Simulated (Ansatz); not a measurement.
CH7NOSi (charge +1, doublet)

The calculation's input:

```
basis:
  gaussian: {orbitals: def2-TZVPD}
crystal:
  periodic: [false, false, false]
  atoms:
    - {symbol: C, position_ang: [-0.665701, -0.163703, 2.487430]}
    - {symbol: N, position_ang: [-2.842051, 1.683589, 2.277131]}
    - {symbol: O, position_ang: [-3.399624, -0.989195, 1.981163]}
    - {symbol: Si, position_ang: [-2.270608, 0.100736, 1.569335]}
    - {symbol: H, position_ang: [-0.857271, -0.331303, 3.557460]}
    - {symbol: H, position_ang: [0.051386, 0.657311, 2.344350]}
    - {symbol: H, position_ang: [-0.251436, -1.087765, 2.043465]}
    - {symbol: H, position_ang: [-2.119227, 0.428783, 0.126548]}
    - {symbol: H, position_ang: [-3.641509, 1.760333, 2.921587]}
    - {symbol: H, position_ang: [-2.331932, 2.572961, 2.193955]}
    - {symbol: H, position_ang: [-4.040692, -1.395298, 1.383392]}
total_charge: 1
magnetization: {spin_polarized: true, initial_magnetization: 1}
hamiltonian: {xc: {name: PBE0}}
output: {forces: true, orbitals: {seedname: orbitals}}
```

Launched as:

```sh
ansatz run input.yaml --threads 2 --pin off --max-ram 4350MiB --events-out events.jsonl --progress --plain --runs-dir runs
```

Geometry: r2SCAN-D4/def2-SVP.

These are results of isolated molecule in a Gaussian basis; Kohn-Sham density functional theory, functional PBE0 in Ansatz, not measurements.

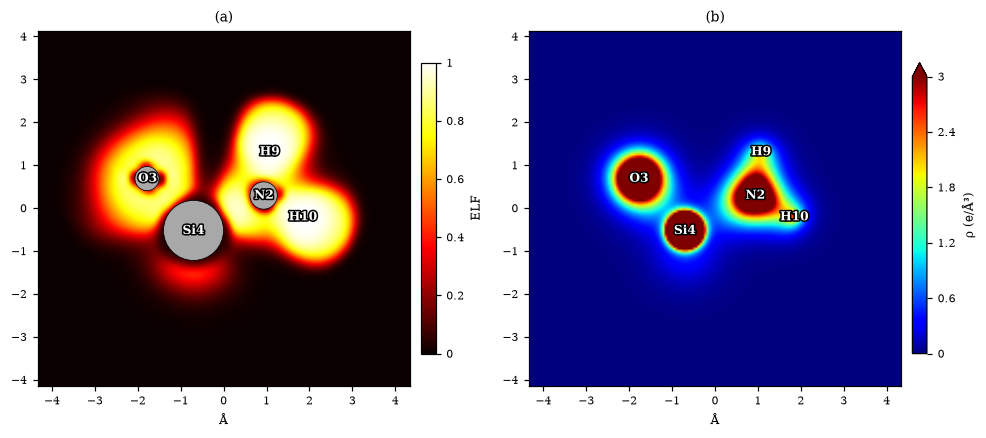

Figure 1. (a) electron localisation function; (b) total electron density on the plane of atoms N2, Si4 and O3. Grey discs cover the atomic cores in the ELF map.

What does the map show?

Answer. Atoms in the plane: N, O, Si and H. Si–O (1.62 Å): ρ at the midpoint is about 1.2 e/Å³; the ELF peaks at about 0.85 between the atoms (a polar covalent bond). Si–N (1.83 Å): the density is about 0.9 e/Å³ at the midpoint; the ELF peaks at about 0.95 between the atoms; a polar covalent bond. N–H (1.03 Å): ρ at the midpoint is about 3 e/Å³; the ELF climbs to about 1 towards the hydrogen, as it does in any bond to H: a covalent bond by its length. The ELF also peaks beside O3, away from the bonds: non-bonding electrons, paired or unpaired.

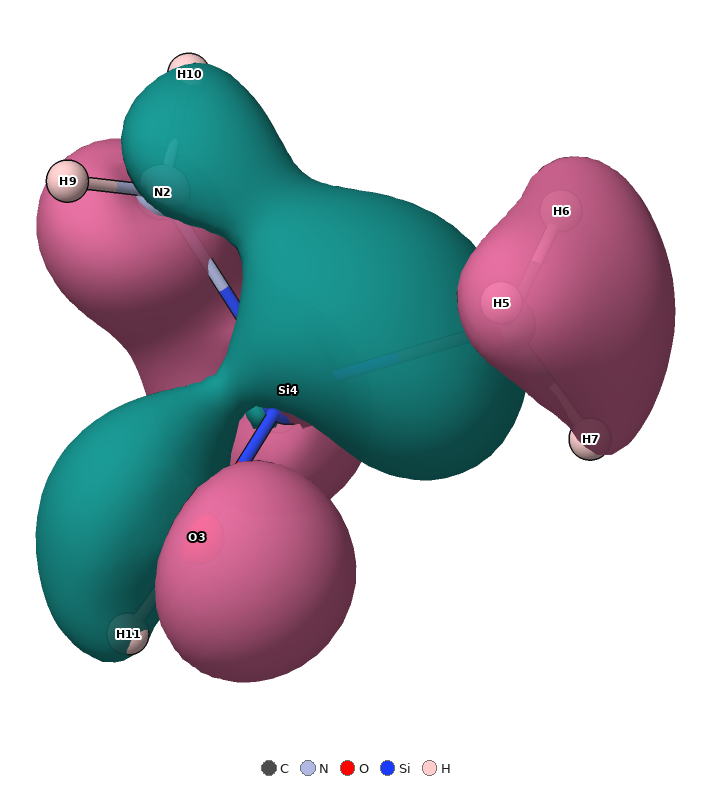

Figure 2. One frontier orbital at ±0.1 Å⁻³ᐟ² (teal and pink are the two phases), seen across its widest extent.

Which orbital is it: HOMO (β) or LUMO (β)?

Answer. The HOMO (β), at −14.27 eV. By Hirshfeld shares it lies mainly on O3 (about 30 %), C1 (about 25 %), Si4 (about 20 %), N2 (about 10 %) and H8 (about 5 %).

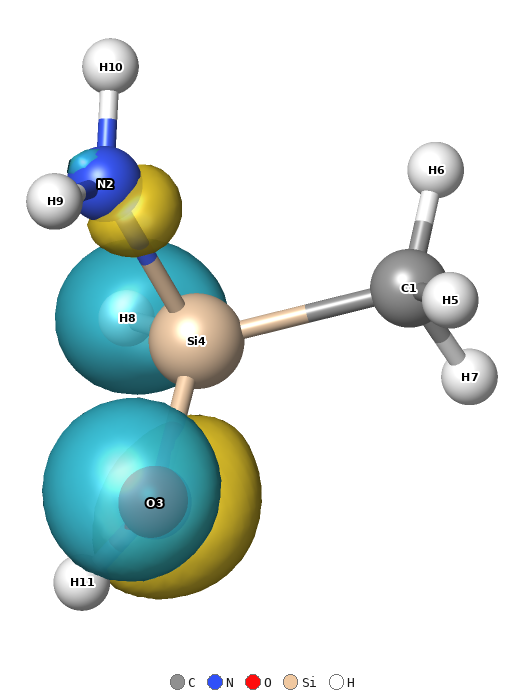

Figure 3. The HOMO−1 (β) at ±0.2 Å⁻³ᐟ² (yellow and cyan are the two phases), seen at a tilt.

What is the character of this orbital?

Answer. By Hirshfeld shares it lies mainly on O3 (about 55 %), Si4 (about 15 %) and H8 (about 15 %). Its energy is −14.79 eV.
